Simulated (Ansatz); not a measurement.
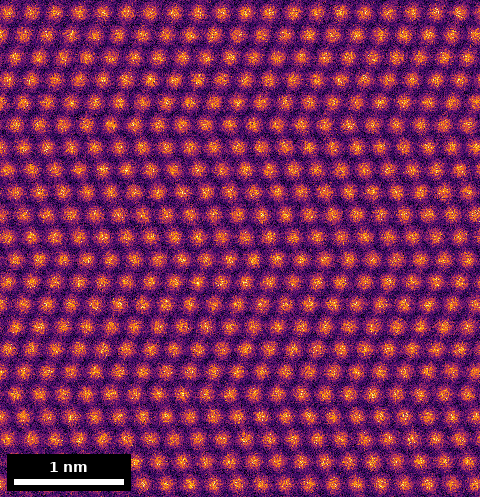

Cross-section of a stack of layers of composition Cu, seen along a direction in its plane, the normal pointing up. Simulated as the projected potential of neutral atoms (B = 0.3 Å²) blurred by a 1.20 Å probe, the thin-sample limit of integrated differential phase contrast. Shot noise was added. Atomic positions: coordinates from a relaxation with DFT PBEsol, scalar-relativistic, plane waves, PAW in Ansatz 0.2.0.

What is the period along the normal, and which planes follow each other within it?

The stack repeats every 24.7 Å with 12 planes (atoms within 0.35 Å in height count as one), going down and then starting over: Cu, Cu, Cu, Cu, Cu, Cu, Cu, Cu, Cu, Cu, Cu, Cu. The spacings between them run from 2.1 to 2.1 Å.
